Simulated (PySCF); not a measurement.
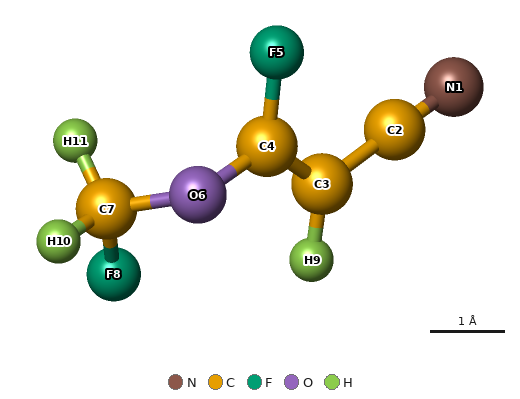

The structure (ball-and-stick view, seen at a tilt; atoms are numbered from 1 in the order of the input). Bond lengths as drawn: C–C 1.33 to 1.41 Å, C–F 1.34 to 1.37 Å, C–H 1.08 to 1.10 Å, C–N 1.15 Å and C–O 1.35 to 1.39 Å.

# What a change does: NMR shielding calculation on C₄H₃F₂NO

System: C₄H₃F₂NO.
Method of the first run: GIAO PBE0/pcSseg-1 NMR shielding, non-relativistic, gas phase (PySCF 2.14.0).

The geometry comes from this level: GFN2-xTB. Text and figures count atoms from 1; the logs count them from 0 in places.

### Input file, the first run
```
{"job": {"kind": "nmr", "xc": "PBE0", "basis": "pcSseg-1", "pop": false}, "charge": 0, "multiplicity": 1}
N      3.277733    -1.265033     1.018644
C      2.297617    -0.693239     0.864592
C      1.086420     0.007595     0.710866
C      0.529397     0.247868    -0.475180
F      1.090389    -0.169646    -1.618988
O     -0.611302     0.939885    -0.696276
C     -1.811133     0.279100    -0.478789
F     -1.990538     0.048304     0.855646
H      0.599797     0.355042     1.610054
H     -2.608895     0.949852    -0.812480
H     -1.859487    -0.699728    -0.978090
```

The first line tells a small driver script what to run in PySCF; the rest is the geometry in Å.

Command:
```bash
OMP_NUM_THREADS=1 python <driver script> task.json out
```

Hardware: 1 CPU thread, shared host.

### Output (the first run)
```
coarse grid: 10528 points
cycle   1  E = -483.0497960821  dE =  1.403e+00  |g| = 8.999e-01  |ddm| = 3.133e+00
cycle   2  E = -482.7028666147  dE =  3.469e-01  |g| = 1.579e+00  |ddm| = 1.718e+00
cycle   3  E = -483.1907183037  dE = -4.879e-01  |g| = 2.847e-01  |ddm| = 1.276e+00
cycle   4  E = -483.2057697416  dE = -1.505e-02  |g| = 9.603e-02  |ddm| = 2.315e-01
cycle   5  E = -483.2074700547  dE = -1.700e-03  |g| = 2.953e-02  |ddm| = 7.742e-02
cycle   6  E = -483.2076620907  dE = -1.920e-04  |g| = 8.041e-03  |ddm| = 2.752e-02
cycle   7  E = -483.2076747875  dE = -1.270e-05  |g| = 2.123e-03  |ddm| = 6.295e-03
cycle   8  E = -483.2076757612  dE = -9.737e-07  |g| = 4.095e-04  |ddm| = 1.678e-03
final grid: 106360 points
cycle   9  E = -483.2776225452  dE = -3.368e-05  |g| = 9.896e-03  |ddm| = 2.331e-02
cycle  10  E = -483.2776072190  dE =  1.533e-05  |g| = 1.390e-02  |ddm| = 1.328e-02
cycle  11  E = -483.2776395771  dE = -3.236e-05  |g| = 1.077e-03  |ddm| = 8.068e-03
cycle  12  E = -483.2776397762  dE = -1.990e-07  |g| = 4.969e-04  |ddm| = 1.090e-03
cycle  13  E = -483.2776398190  dE = -4.289e-08  |g| = 1.842e-04  |ddm| = 4.027e-04
cycle  14  E = -483.2776398252  dE = -6.179e-09  |g| = 8.199e-05  |ddm| = 1.583e-04
cycle  15  E = -483.2776398266  dE = -1.340e-09  |g| = 1.403e-05  |ddm| = 6.527e-05
cycle  16  E = -483.2776398266  dE = -4.127e-11  |g| = 4.219e-06  |ddm| = 1.149e-05
converged SCF energy = -483.2776398266

GIAO shielding tensors (ppm)
atom      isotropic    diamagn.    paramagn.     s11        s22        s33       span
  0 N      -62.986     339.117    -402.103   -224.536   -195.483    231.061    455.596
  1 C       71.015     257.801    -186.786    -43.741    -37.724    294.510    338.252
  2 C      110.708     256.486    -145.778     43.074    131.485    157.565    114.490
  3 C        7.421     248.892    -241.471    -92.533     53.286     61.511    154.044
  4 F      222.102     473.116    -251.014    126.613    260.735    278.958    152.345
  5 O      171.608     398.731    -227.123    133.978    164.670    216.175     82.197
  6 C       81.343     237.741    -156.398     61.615     79.487    102.928     41.313
  7 F      341.425     474.573    -133.148    224.061    353.529    446.684    222.623
  8 H       27.008      30.168      -3.160     22.753     28.330     29.940      7.187
  9 H       25.932      26.428      -0.496     21.686     25.742     30.369      8.683
 10 H       26.038      28.023      -1.986     21.760     26.621     29.732      7.971
```

For the second run the input was changed thus:
```diff
-N      3.277733    -1.265033     1.018644
-C      2.297617    -0.693239     0.864592
-C      1.086420     0.007595     0.710866
-C      0.529397     0.247868    -0.475180
-F      1.090389    -0.169646    -1.618988
-O     -0.611302     0.939885    -0.696276
-C     -1.811133     0.279100    -0.478789
-F     -1.990538     0.048304     0.855646
-H      0.599797     0.355042     1.610054
-H     -2.608895     0.949852    -0.812480
-H     -1.859487    -0.699728    -0.978090
+N      3.709318    -0.737260     0.495665
+C      2.643273    -0.408213     0.757483
+C      1.347778     0.003299     1.109464
+C      0.317376    -0.047673     0.260704
+F      0.455545    -0.499399    -0.994732
+O     -0.917869     0.337227     0.574430
+C     -1.917501     0.235104    -0.408003
+F     -3.049645     0.683643     0.160149
+H      1.191825     0.374013     2.109474
+H     -1.695768     0.872237    -1.278096
+H     -2.078909    -0.810309    -0.713405
```

What does this change do to the results?

With the same method and basis, the second run lies 1.2 kcal/mol higher. The HOMO goes from −8.22 to −7.70 eV. The LUMO goes from −1.54 to −1.15 eV. The dipole moment goes from 4.95 to 4.13 D. Of all shieldings, the largest change is that of F8, by +23.7 ppm. The number of SCF iterations is the same.

### Output (the second run)
```
coarse grid: 10528 points
cycle   1  E = -483.0469565306  dE =  1.444e+00  |g| = 8.996e-01  |ddm| = 3.139e+00
cycle   2  E = -482.7025992595  dE =  3.444e-01  |g| = 1.569e+00  |ddm| = 1.762e+00
cycle   3  E = -483.1899025764  dE = -4.873e-01  |g| = 2.852e-01  |ddm| = 1.320e+00
cycle   4  E = -483.2048561827  dE = -1.495e-02  |g| = 9.920e-02  |ddm| = 2.370e-01
cycle   5  E = -483.2066967583  dE = -1.841e-03  |g| = 2.915e-02  |ddm| = 8.233e-02
cycle   6  E = -483.2068716420  dE = -1.749e-04  |g| = 8.536e-03  |ddm| = 2.694e-02
cycle   7  E = -483.2068855195  dE = -1.388e-05  |g| = 2.547e-03  |ddm| = 6.871e-03
cycle   8  E = -483.2068868814  dE = -1.362e-06  |g| = 4.558e-04  |ddm| = 1.869e-03
final grid: 106360 points
cycle   9  E = -483.2757178670  dE = -2.948e-05  |g| = 1.009e-02  |ddm| = 2.491e-02
cycle  10  E = -483.2756970223  dE =  2.084e-05  |g| = 1.500e-02  |ddm| = 1.325e-02
cycle  11  E = -483.2757356442  dE = -3.862e-05  |g| = 1.424e-03  |ddm| = 8.409e-03
cycle  12  E = -483.2757360620  dE = -4.178e-07  |g| = 4.092e-04  |ddm| = 1.221e-03
cycle  13  E = -483.2757360889  dE = -2.691e-08  |g| = 1.682e-04  |ddm| = 3.405e-04
cycle  14  E = -483.2757360932  dE = -4.288e-09  |g| = 9.404e-05  |ddm| = 1.563e-04
cycle  15  E = -483.2757360950  dE = -1.788e-09  |g| = 1.363e-05  |ddm| = 7.285e-05
cycle  16  E = -483.2757360951  dE = -3.593e-11  |g| = 3.984e-06  |ddm| = 1.122e-05
converged SCF energy = -483.2757360951

GIAO shielding tensors (ppm)
atom      isotropic    diamagn.    paramagn.     s11        s22        s33       span
  0 N      -59.271     339.495    -398.766   -230.987   -178.458    231.632    462.619
  1 C       70.646     257.713    -187.067    -44.622    -36.727    293.286    337.908
  2 C      126.623     254.304    -127.681     67.607    150.570    161.692     94.086
  3 C       11.049     250.770    -239.721    -86.182     56.896     62.432    148.614
  4 F      241.582     476.071    -234.489    150.976    281.505    292.265    141.290
  5 O      172.633     398.155    -225.522    114.366    147.040    256.493    142.127
  6 C       83.185     239.258    -156.073     64.460     75.683    109.412     44.952
  7 F      365.165     466.684    -101.518    287.248    349.096    459.152    171.905
  8 H       27.489      28.219      -0.730     23.086     29.236     30.144      7.058
  9 H       25.553      27.924      -2.370     21.002     27.218     28.440      7.437
 10 H       25.554      27.787      -2.233     21.005     27.211     28.445      7.440
```

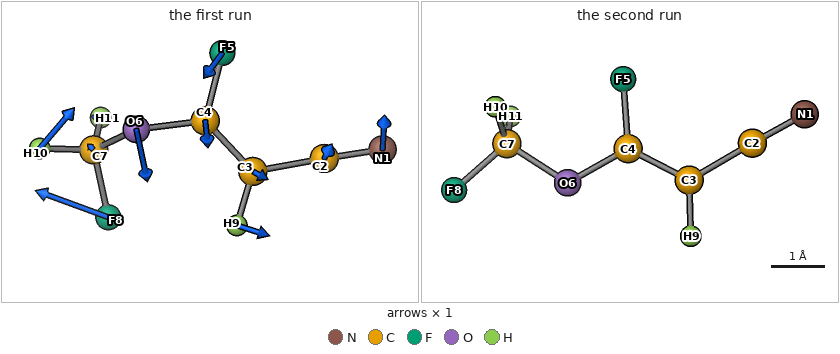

The two input geometries at one scale (ball-and-stick view, seen on its broad side). The blue arrows on the first give the shifts of the atoms after the best rigid fit, at true length. The atom that moves furthest after the best rigid fit is F8 (1.54 Å). By element the largest moves are F 1.54 Å, O 1.30 Å, H 1.14 Å, N 0.92 Å, C 0.67 Å. Among the contacts that change: C7–F8 1.366 → 1.344 Å, C4–O6 1.352 → 1.331 Å, O6–C7 1.387 → 1.405 Å, C7–H10 1.094 → 1.101 Å.

### The two runs side by side

| quantity | the first run | the second run |
| --- | --- | --- |
| outcome | converged | converged |
| total energy (hartree) | −483.277640 | −483.275736 |
| HOMO (eV) | −8.22 | −7.70 |
| LUMO (eV) | −1.54 | −1.15 |
| dipole moment (D) | 4.95 | 4.13 |
| shielding of N1 (ppm) | −63.0 | −59.3 |
| shielding of C3 (ppm) | 110.7 | 126.6 |
| shielding of C4 (ppm) | 7.4 | 11.0 |
| shielding of F5 (ppm) | 222.1 | 241.6 |
| shielding of O6 (ppm) | 171.6 | 172.6 |
| shielding of C7 (ppm) | 81.3 | 83.2 |
| shielding of F8 (ppm) | 341.4 | 365.2 |
| SCF iterations | 16 | 16 |
| basis functions | 151 | 151 |
| wall time (shared host) | 15 s | 17 s |
